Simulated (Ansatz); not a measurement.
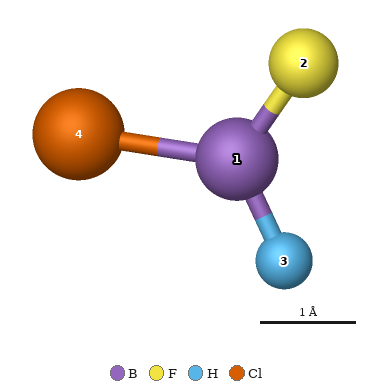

Figure 1. The structure as given in the input (ball-and-stick view, seen at a tilt; atoms are numbered from 1 in the order of the input). Bond lengths as drawn: B–Cl 1.74 Å, B–F 1.31 Å and B–H 1.18 Å.

# Nudged elastic band of BHClF

System: BHClF.
Method: RKS CAM-B3LYP/def2-TZVP (Ansatz 0.2.0).

It belongs to a series of runs on one base structure; here: band between the two ends. Figures and captions count atoms from 1; the log counts them from 0 in places.

**What the program printed**
```
Engine: ansatz 0.2.0, aarch64-unknown-linux-gnu
Functional definition: CAM-B3LYP
  parameter alpha = 0.19
  parameter beta = 0.46
  parameter omega = 0.33/bohr
  parameter ac = 0.81
  exchange = (1 - alpha - beta)*b88_x + beta*b88_x_sr(omega) + alpha*exact_x + beta*exact_x_lr(omega)
  correlation = (1 - ac)*vwn5_c + ac*lyp_c
632 factors; their error is unknown
171 factors; integrals over basis functions are off by at most 6.1e-6 eV
mean field evaluation 1: about -15934.5411 eV, gradient 2.9e1 eV
mean field evaluation 2: about -15933.9468 eV, gradient 3.8e1 eV
mean field evaluation 4: about -15935.7282 eV, gradient 8.9e-1 eV
mean field evaluation 8: about -15935.7644 eV, gradient 1.3e-1 eV
mean field evaluation 16: about -15935.7645 eV, gradient 4.2e-5 eV
mean field -15935.76445892 eV, -585.6285422162 hartree, gradient 4.2e-5 eV, S^2 0.000000; 0 other end points of the search recorded, 0 dependent functions left out
the calculation of the forces begins
reference -15935.76455887 eV, -585.6285458892 hartree; 16, 16 occupied and 89, 89 virtual orbitals, 632 factors
632 factors; their error is unknown
171 factors; integrals over basis functions are off by at most 1.7e-5 eV
mean field -15931.59231628 eV, -585.4752188020 hartree, gradient 1.7e-5 eV, S^2 0.000000; 0 other end points of the search recorded, 0 dependent functions left out
[... from here on the field's lines of each further geometry are left out, up to the last ...]
NEB iter   1: max|band force component| = 5.819e0 eV/Å  barrier→ = 6.2330 eV  barrier← = 2.0609 eV  Δτ_max = 0.2000 Å  (271 SCF iters)
NEB iter   2: max|band force component| = 3.136e0 eV/Å  barrier→ = 5.6515 eV  barrier← = 1.4794 eV  Δτ_max = 0.1951 Å  (285 SCF iters)
NEB iter   3: max|band force component| = 2.518e0 eV/Å  barrier→ = 5.0123 eV  barrier← = 0.8402 eV  Δτ_max = 0.1951 Å  (280 SCF iters)
NEB iter   4: max|band force component| = 2.759e0 eV/Å  barrier→ = 5.0666 eV  barrier← = 0.8945 eV  Δτ_max = 0.0990 Å  (270 SCF iters)
NEB iter   5: max|band force component| = 1.973e0 eV/Å  barrier→ = 5.0529 eV  barrier← = 0.8808 eV  Δτ_max = 0.0612 Å  (260 SCF iters)
NEB iter   6: max|band force component| = 1.137e0 eV/Å  barrier→ = 4.9860 eV  barrier← = 0.8139 eV  Δτ_max = 0.0804 Å  (252 SCF iters)
NEB iter   7: max|band force component| = 7.479e-1 eV/Å  barrier→ = 4.8773 eV  barrier← = 0.7051 eV  Δτ_max = 0.0986 Å  (256 SCF iters)
NEB iter   8: max|band force component| = 4.419e-1 eV/Å  barrier→ = 4.7462 eV  barrier← = 0.5741 eV  Δτ_max = 0.0732 Å  (259 SCF iters)
NEB iter   9: max|band force component| = 6.463e-1 eV/Å  barrier→ = 4.6936 eV  barrier← = 0.5214 eV  Δτ_max = 0.0363 Å  (257 SCF iters)
NEB iter  10: max|band force component| = 5.602e-1 eV/Å  barrier→ = 4.6657 eV  barrier← = 0.4935 eV  Δτ_max = 0.0131 Å  (253 SCF iters)
NEB iter  11: max|band force component| = 6.210e-2 eV/Å  barrier→ = 4.6695 eV  barrier← = 0.4973 eV  Δτ_max = 0.0038 Å  (251 SCF iters)
the calculation of the forces begins
reference -15931.57407452 eV, -585.4745484298 hartree; 16, 16 occupied and 89, 89 virtual orbitals, 632 factors
632 factors; their error is unknown
171 factors; integrals over basis functions are off by at most 1.0e-5 eV
mean field -15931.09449858 eV, -585.4569243391 hartree, gradient 6.0e-5 eV, S^2 0.000000; 1 other end points of the search recorded, 0 dependent functions left out
the calculation of the forces begins
reference -15931.09459834 eV, -585.4569280051 hartree; 16, 16 occupied and 89, 89 virtual orbitals, 632 factors
NEB iter  12: max|band force component| = 1.835e-2 eV/Å  barrier→ = 4.6700 eV  barrier← = 0.4978 eV  Δτ_max = 0.0000 Å  (447 SCF iters)
```

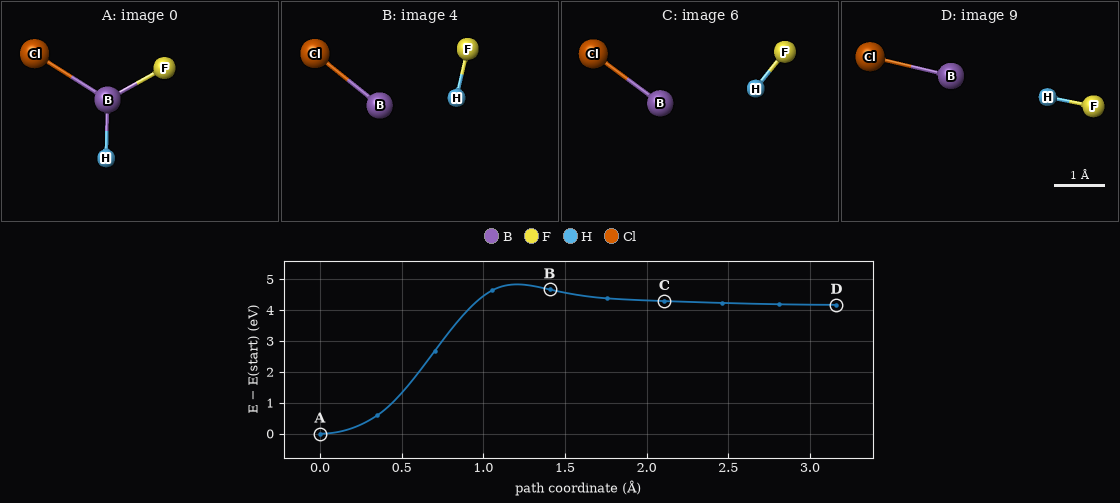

Figure 2. Images of the last band (counted from 0; ball-and-stick, seen at a tilt) above the energy along the path; the line is a cubic interpolation that uses the forces. The highest image is number 4, 4.670 eV above the start and 0.498 eV above the end; the end lies 4.172 eV above the start. The path is 3.16 Å long. The band converged in 12 iterations.

```
Total energy: -15931.09459834 eV, -585.4569280051 hartree
Atom 0 at     0.117807     0.000001    -0.675095 Å, force    -0.206672     0.000002    -0.821546 eV/Å
Atom 1 at     0.837096    -0.000003     1.305566 Å, force     0.533254     0.000001     0.063218 eV/Å
Atom 2 at     1.259207     0.000002     0.383773 Å, force    -0.111120    -0.000002     0.765067 eV/Å
Atom 3 at    -1.558110    -0.000000    -0.635544 Å, force    -0.215462    -0.000000    -0.006738 eV/Å
Dipole moment:    -0.309854     0.000000    -0.295326 e Å
this run last wrote the band of iteration 12 to [file]
```

**The last band as extended XYZ (Å, eV, eV/Å)**
```
4
Properties=species:S:1:pos:R:3:forces:R:3 image=0 energy=-15935.76446
B     0.2903    0.0000    0.1227   -0.0004   0.0000   0.0056
F     0.3261    0.0000    1.4332    0.0002   0.0000  -0.0077
H     1.2977    0.0000   -0.5013   -0.0022   0.0000   0.0012
Cl   -1.2580    0.0000   -0.6760    0.0024   0.0000   0.0009
4
Properties=species:S:1:pos:R:3:forces:R:3 image=1 energy=-15935.16851
B     0.2425    0.0000   -0.0142    0.4281   0.0000   2.1506
F     0.4174    0.0000    1.3111   -1.4858   0.0000   0.4371
H     1.3818    0.0000   -0.2658    0.2253   0.0000  -2.4739
Cl   -1.3858    0.0000   -0.6524    0.8324   0.0000  -0.1137
4
Properties=species:S:1:pos:R:3:forces:R:3 image=2 energy=-15933.08451
B     0.2042    0.0000   -0.2153    0.6824   0.0000   4.8478
F     0.5488    0.0000    1.2727   -3.0278   0.0000  -0.5782
H     1.3618    0.0000   -0.0261    1.4209   0.0000  -4.0919
Cl   -1.4588    0.0000   -0.6527    0.9244   0.0000  -0.1776
4
Properties=species:S:1:pos:R:3:forces:R:3 image=3 energy=-15931.12357
B     0.1709    0.0000   -0.4490    0.3937   0.0000   1.8227
F     0.6938    0.0000    1.3011   -1.1253   0.0000  -0.0513
H     1.2941    0.0000    0.1725    0.3031   0.0000  -1.7175
Cl   -1.5028    0.0000   -0.6459    0.4285   0.0000  -0.0540
4
Properties=species:S:1:pos:R:3:forces:R:3 image=4 energy=-15931.09450
B     0.1178    0.0000   -0.6751   -0.2067   0.0000  -0.8215
F     0.8371    0.0000    1.3056    0.5333   0.0000   0.0632
H     1.2592    0.0000    0.3838   -0.1111   0.0000   0.7651
Cl   -1.5581    0.0000   -0.6355   -0.2155   0.0000  -0.0067
4
Properties=species:S:1:pos:R:3:forces:R:3 image=5 energy=-15931.38226
B     0.0143    0.0000   -0.8531   -0.1182   0.0000  -0.2117
F     1.0299    0.0000    1.4257    0.2164   0.0000   0.1476
H     1.2721    0.0000    0.5064    0.0132   0.0000   0.1539
Cl   -1.6604    0.0000   -0.7002   -0.1114   0.0000  -0.0899
4
Properties=species:S:1:pos:R:3:forces:R:3 image=6 energy=-15931.47076
B    -0.0983    0.0000   -0.8360   -0.0552   0.0000   0.0100
F     1.2774    0.0000    1.5093    0.1265   0.0000   0.0596
H     1.2568    0.0000    0.5647   -0.0078   0.0000   0.0290
Cl   -1.7799    0.0000   -0.8594   -0.0635   0.0000  -0.0986
4
Properties=species:S:1:pos:R:3:forces:R:3 image=7 energy=-15931.53000
B    -0.2058    0.0000   -0.7241   -0.0458   0.0000   0.0481
F     1.4971    0.0000    1.5321    0.0944   0.0000   0.0110
H     1.2179    0.0000    0.6288   -0.0171   0.0000   0.0274
Cl   -1.8532    0.0000   -1.0581   -0.0315   0.0000  -0.0866
4
Properties=species:S:1:pos:R:3:forces:R:3 image=8 energy=-15931.57397
B    -0.3289    0.0000   -0.5800   -0.0342   0.0000   0.0394
F     1.6852    0.0000    1.5046    0.0528   0.0000  -0.0088
H     1.1650    0.0000    0.7149   -0.0139   0.0000   0.0219
Cl   -1.8654    0.0000   -1.2608   -0.0048   0.0000  -0.0524
4
Properties=species:S:1:pos:R:3:forces:R:3 image=9 energy=-15931.59232
B    -0.4658    0.0000   -0.4209    0.0101   0.0000   0.0109
F     1.8246    0.0000    1.4230    0.0082   0.0000   0.0016
H     1.0960    0.0000    0.8210   -0.0074   0.0000  -0.0012
Cl   -1.7988    0.0000   -1.4444   -0.0108   0.0000  -0.0113
```

This output came from the following input.

**The input**
```yaml
crystal:
  periodic: [false, false, false]
  atoms:
    - { symbol: B, position_ang: [0.290272, 0.0, 0.122746] }
    - { symbol: F, position_ang: [0.326113, 0.0, 1.433187] }
    - { symbol: H, position_ang: [1.297651, 0.0, -0.50126] }
    - { symbol: Cl, position_ang: [-1.258036, 0.0, -0.675972] }
basis:
  gaussian: { orbitals: def2-TZVP }
hamiltonian:
  xc: cam_b3lyp
neb:
  order_check: false
  images: 8
  f_tol: 0.05
  max_iterations: 60
  climbing: false
  final_atoms:
    - { symbol: B, position_ang: [-0.4657597, 2.056e-05, -0.42085362] }
    - { symbol: F, position_ang: [1.82459027, -7.12e-06, 1.42298542] }
    - { symbol: H, position_ang: [1.09596992, -8.04e-06, 0.82098919] }
    - { symbol: Cl, position_ang: [-1.79880049, -5.4e-06, -1.44441999] }
  initial_path:
    images:
      - { positions_ang: [[0.290272, 0.0, 0.122746], [0.326113, 0.0, 1.433187], [1.297651, 0.0, -0.50126], [-1.258036, 0.0, -0.675972]] }
      - { positions_ang: [[0.22573034, 0.0, 0.09553299], [0.44931106, 0.0, 1.3900672], [1.31778455, 0.0, -0.37516725], [-1.33682595, 0.0, -0.73173194]] }
      - { positions_ang: [[0.16118868, 0.0, 0.06831998], [0.57250913, 0.0, 1.3469474], [1.33791809, 0.0, -0.2490745], [-1.4156159, 0.0, -0.78749188]] }
      - { positions_ang: [[0.09664703, 0.0, 0.04110696], [0.69570719, 0.0, 1.3038276], [1.35805164, 0.0, -0.12298175], [-1.49440586, 0.0, -0.84325182]] }
      - { positions_ang: [[0.03210537, 0.0, 0.01389395], [0.81890525, 0.0, 1.2607078], [1.37818519, 0.0, 0.00311101], [-1.57319581, 0.0, -0.89901175]] }
      - { positions_ang: [[-0.05189815, 2.28e-06, -0.04650601], [0.98540273, -7.9e-07, 1.25957429], [1.35577618, -8.9e-07, 0.15002758], [-1.63328075, -6.0e-07, -0.98439486]] }
      - { positions_ang: [[-0.15536354, 6.85e-06, -0.14009291], [1.19519961, -2.37e-06, 1.30042707], [1.29082461, -2.68e-06, 0.31776798], [-1.67466069, -1.8e-06, -1.09940115]] }
      - { positions_ang: [[-0.25882892, 1.142e-05, -0.23367981], [1.4049965, -3.96e-06, 1.34127986], [1.22587305, -4.47e-06, 0.48550838], [-1.71604062, -3.0e-06, -1.21440743]] }
      - { positions_ang: [[-0.36229431, 1.599e-05, -0.32726672], [1.61479339, -5.54e-06, 1.38213264], [1.16092148, -6.26e-06, 0.65324878], [-1.75742056, -4.2e-06, -1.32941371]] }
      - { positions_ang: [[-0.4657597, 2.056e-05, -0.42085362], [1.82459027, -7.12e-06, 1.42298542], [1.09596992, -8.04e-06, 0.82098919], [-1.79880049, -5.4e-06, -1.44441999]] }
```

Launched with:
```bash
ansatz run input.yaml --threads 4 --pin off --max-ram 5120MiB --backend cpu --events-out ev --progress --plain --runs-dir out
```

**Results in brief**

- outcome: converged
- barrier, forward: 4.670 eV
- barrier, backward: 0.498 eV
- hardware: 4 threads of Arm Neoverse V1, 24 GiB of memory available, shared host
- wall time: 64 s (CPU time 3.8 min)
- peak memory: 0.18 GiB

**Remarks**

The order of the saddle point was not checked.
